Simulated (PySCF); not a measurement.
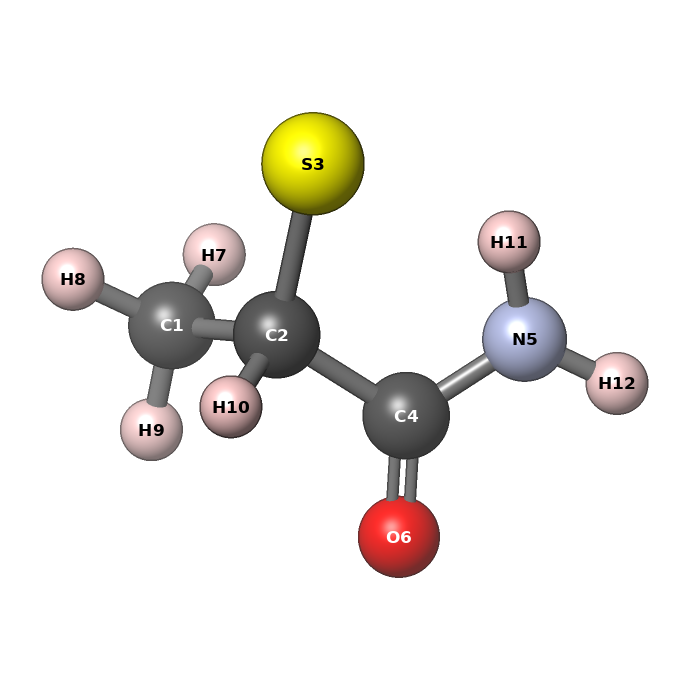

Distant atoms are faded towards the background colour. Charge −1, singlet. Computed geometry: PBE0-D3(BJ)/def2-SVP optimisation. No frequency run is at hand to confirm it as a minimum.

Which atoms or bonds are stereogenic?

Answer. Centres: C2.

Assign CIP descriptors.

Answer. C2: S (priorities S3 > C4 > C1 > H10).

Give a SMILES with the stereochemistry.

Answer. C[C@H]([S-])C(N)=O
